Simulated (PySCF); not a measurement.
## Si2P2NH9: spin–spin coupling calculation

System: Si2P2NH9.
Method: wB97X-D/3-21G indirect spin-spin coupling, non-relativistic, gas phase (PySCF 2.14.0).

The geometry comes from this level: GFN2-xTB. It belongs to a series of runs on one base structure; here: wB97X-D/3-21G; guess sap. Figures and captions count atoms from 1; the log counts them from 0 in places.

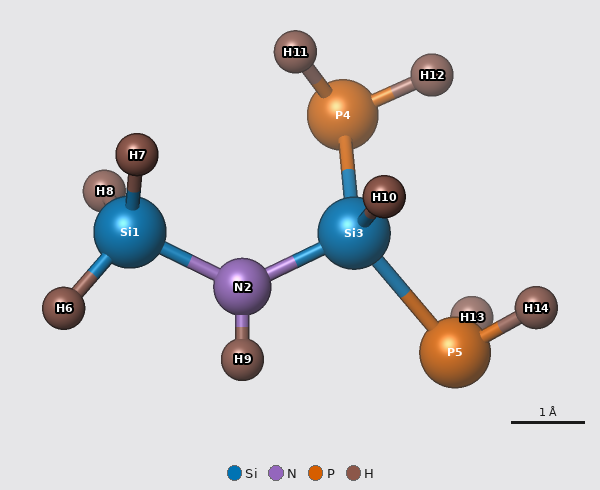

*The input geometry (ball-and-stick view, seen at a tilt; atoms are numbered from 1 in the order of the input).*

Bond lengths as drawn: H–N 1.01 Å, H–P 1.38 to 1.39 Å, H–Si 1.46 to 1.48 Å, N–Si 1.73 to 1.74 Å and P–Si 2.25 Å.

Input file
```
{"job": {"kind": "j", "xc": "wB97X-D", "basis": "3-21G", "scf": {"guess": "sap"}}, "charge": 0, "multiplicity": 1}
Si    -2.382630     0.240132     0.172167
N     -0.966120    -0.590432     0.735191
Si     0.668819    -0.034862     0.745334
P      1.078701     0.975042    -1.227373
P      1.921823    -1.876814     1.073725
H     -3.507097    -0.555826     0.655280
H     -2.353121     1.582768     0.754921
H     -2.364967     0.338060    -1.289178
H     -1.103368    -1.536061     1.051472
H      0.856905     0.872666     1.894547
H      0.383213     2.125579    -0.902225
H      2.288731     1.522383    -0.830995
H      2.489228    -1.876941    -0.186844
H      2.989207    -1.186166     1.611838
```

The first line tells a small driver script what to run in PySCF; the rest is the geometry in Å.

Hardware: 1 CPU thread, shared host.

Run as:
```bash
OMP_NUM_THREADS=1 python <driver script> task.json out
```

Output
```
final grid: 107048 points
cycle   1  E = -1311.1641477107  dE =  2.321e+00  |g| = 2.831e+00  |ddm| = 9.008e+00
cycle   2  E = -1297.6859381924  dE =  1.348e+01  |g| = 6.200e+00  |ddm| = 1.067e+01
cycle   3  E = -1314.0798686567  dE = -1.639e+01  |g| = 1.938e+00  |ddm| = 6.350e+00
cycle   4  E = -1314.7019028909  dE = -6.220e-01  |g| = 8.260e-01  |ddm| = 1.189e+00
cycle   5  E = -1314.9063967449  dE = -2.045e-01  |g| = 3.306e-01  |ddm| = 1.279e+00
cycle   6  E = -1314.9345546944  dE = -2.816e-02  |g| = 4.262e-02  |ddm| = 5.362e-01
cycle   7  E = -1314.9353300089  dE = -7.753e-04  |g| = 9.839e-03  |ddm| = 1.049e-01
cycle   8  E = -1314.9353747008  dE = -4.469e-05  |g| = 4.014e-03  |ddm| = 3.004e-02
cycle   9  E = -1314.9353806715  dE = -5.971e-06  |g| = 9.152e-04  |ddm| = 8.847e-03
cycle  10  E = -1314.9353811007  dE = -4.292e-07  |g| = 1.806e-04  |ddm| = 2.797e-03
cycle  11  E = -1314.9353811179  dE = -1.721e-08  |g| = 4.450e-05  |ddm| = 5.416e-04
cycle  12  E = -1314.9353811193  dE = -1.357e-09  |g| = 1.038e-05  |ddm| = 1.714e-04
cycle  13  E = -1314.9353811194  dE = -1.016e-10  |g| = 2.975e-06  |ddm| = 4.887e-05
converged SCF energy = -1314.9353811194

Indirect spin-spin couplings (Hz)
  i      j    bonds     total        FC       PSO       DSO        SD
  0 Si   1 N    1     11.135    12.154    -1.382     0.046     0.316
  0 Si   2 Si   2      1.127     1.195     0.026    -0.012    -0.083
  0 Si   3 P    3     -2.197    -2.084    -0.120    -0.007     0.013
  0 Si   4 P    3     -4.813    -4.717    -0.016     0.060    -0.140
  0 Si   5 H    1   -110.812  -111.198     0.893    -0.286    -0.221
  0 Si   6 H    1   -107.906  -108.261     0.893    -0.312    -0.228
  0 Si   7 H    1   -111.868  -112.250     0.947    -0.310    -0.256
  0 Si   8 H    2      1.144     0.447     0.472     0.262    -0.038
  0 Si   9 H    3      0.338     0.299    -0.062     0.087     0.014
  0 Si  10 H    4     -0.308    -0.217    -0.010    -0.137     0.056
  0 Si  11 H    4     -0.394    -0.562    -0.055     0.209     0.014
  0 Si  13 H    4     -0.302    -0.417    -0.066     0.201    -0.019
  1 N    2 Si   1     10.820    12.386    -1.840     0.060     0.214
  1 N    3 P    2     -7.609    -7.331    -0.043    -0.002    -0.233
  1 N    4 P    2    -10.186    -9.918    -0.085    -0.006    -0.178
  1 N    5 H    2     -0.760    -0.811    -0.008     0.038     0.021
  1 N    6 H    2     -2.818    -2.821    -0.045     0.041     0.006
  1 N    7 H    2     -2.105    -2.089    -0.081     0.061     0.004
  1 N    8 H    1    -54.121   -51.082    -2.375    -0.582    -0.082
  1 N    9 H    2     -3.581    -3.586    -0.036     0.037     0.004
  1 N   10 H    3      0.248     0.302    -0.043    -0.017     0.007
  1 N   11 H    3     -2.705    -2.848    -0.007     0.144     0.005
  1 N   12 H    3     -0.300    -0.349    -0.010     0.059     0.000
  1 N   13 H    3     -2.326    -2.453    -0.010     0.132     0.005
  2 Si   3 P    1     13.710    16.346     5.203    -0.110    -7.728
  2 Si   4 P    1      4.546     7.740     5.084    -0.106    -8.171
  2 Si   5 H    3     -5.450    -5.540    -0.090     0.247    -0.067
  2 Si   6 H    3     -0.345    -0.305    -0.026    -0.040     0.025
  2 Si   7 H    3      0.391     0.373    -0.044     0.051     0.011
  2 Si   8 H    2      1.332     0.621     0.597     0.163    -0.049
  2 Si   9 H    1   -117.727  -117.899     0.957    -0.489    -0.296
  2 Si  10 H    2      5.060     5.027     0.139    -0.079    -0.026
  2 Si  11 H    2      3.098     3.002     0.190    -0.069    -0.026
  2 Si  12 H    2      4.974     4.812     0.242    -0.063    -0.018
  2 Si  13 H    2      3.738     3.601     0.216    -0.067    -0.012
  3 P    4 P    2     -8.342    -6.654    -2.230    -0.045     0.587
  3 P    6 H    4      0.504     0.612    -0.050     0.033    -0.092
  3 P    7 H    4      1.216     0.782     0.275     0.279    -0.119
  3 P    8 H    3      1.115     1.376     0.185    -0.539     0.093
  3 P    9 H    2     -4.236    -2.991    -0.740    -0.260    -0.244
  3 P   10 H    1    116.247   109.890     5.439     0.705     0.213
  3 P   11 H    1    118.654   112.373     5.445     0.670     0.167
  3 P   12 H    3      4.433     4.141     0.166     0.314    -0.188
  3 P   13 H    3     -0.679    -0.441    -0.041    -0.103    -0.094
  4 P    5 H    4      0.668     0.816     0.088    -0.233    -0.003
  4 P    6 H    4     -0.323    -0.110     0.048    -0.320     0.058
  4 P    7 H    4     -0.490    -0.272     0.034    -0.231    -0.021
  4 P    8 H    3      2.466     2.160     0.170     0.327    -0.191
  4 P    9 H    2      7.704     8.521    -0.445    -0.203    -0.170
  4 P   10 H    3     -1.097    -0.345    -0.290    -0.498     0.037
  4 P   11 H    3     -0.999    -0.356    -0.413    -0.034    -0.197
  4 P   12 H    1    124.088   118.132     5.145     0.669     0.143
  4 P   13 H    1    126.265   119.913     5.463     0.644     0.245
  5 H    6 H    2      0.235     2.172     0.152    -2.088         -
  5 H    7 H    2      3.556     5.444     0.157    -2.045         -
  5 H    8 H    3      4.071     3.633    -0.155     0.594         -
  5 H    9 H    4     -0.913    -0.142     0.170    -0.941         -
  5 H   10 H    5     -0.516     0.299     0.132    -0.947         -
  5 H   11 H    5     -0.996     0.043     0.195    -1.234         -
  5 H   12 H    5     -0.661    -0.068     0.142    -0.735         -
  5 H   13 H    5     -0.636     0.097     0.164    -0.896         -
  6 H    7 H    2      7.456     9.070     0.130    -1.744         -
  6 H    8 H    3      2.047     3.875     0.559    -2.387         -
  6 H    9 H    4      0.827     0.242    -0.129     0.715         -
  6 H   10 H    5      1.341     0.153    -0.239     1.428         -
  6 H   11 H    5     -0.386     0.099     0.088    -0.574         -
  6 H   12 H    5     -0.683     0.004     0.159    -0.846         -
  6 H   13 H    5     -0.473     0.079     0.129    -0.681         -
  7 H    8 H    3     -1.284     0.009     0.425    -1.718         -
  7 H    9 H    4     -0.331     0.534     0.181    -1.046         -
  7 H   10 H    5      1.245     0.386    -0.179     1.038         -
  7 H   11 H    5     -0.542     0.370     0.147    -1.059         -
  7 H   13 H    5     -0.786    -0.046     0.157    -0.897         -
  8 H    9 H    3     -0.927     0.236     0.399    -1.562         -
  8 H   10 H    4     -1.420    -0.296     0.431    -1.555         -
  8 H   11 H    4     -0.921     0.433     0.335    -1.689         -
  8 H   12 H    4     -0.642    -0.142     0.059    -0.559         -
  8 H   13 H    4     -1.292    -0.193     0.161    -1.261         -
  9 H   10 H    3      2.085     1.651    -0.109     0.543         -
  9 H   11 H    3      0.834     0.514    -0.082     0.402         -
  9 H   12 H    3      1.522     2.916     0.165    -1.560         -
  9 H   13 H    3      3.235     2.610    -0.142     0.767         -
 10 H   11 H    2    -10.805   -10.592     0.223    -0.435         -
 10 H   12 H    4     -0.774     0.240     0.151    -1.164         -
 10 H   13 H    4     -1.098    -0.360     0.113    -0.851         -
 11 H   12 H    4      0.476    -0.156    -0.136     0.767         -
 11 H   13 H    4      0.761     0.138    -0.136     0.760         -
 12 H   13 H    2    -11.190   -10.968     0.215    -0.437         -
```

Results in brief

```csv
quantity,value
outcome,converged
total energy,−1314.935381 hartree
HOMO,−8.65 eV
LUMO,1.78 eV
dipole moment,1.17 D
wall time,40 s
peak memory,0.7 GiB
```

Notes

Settings chosen away from the usual ones: wB97X-D/3-21G; guess sap.
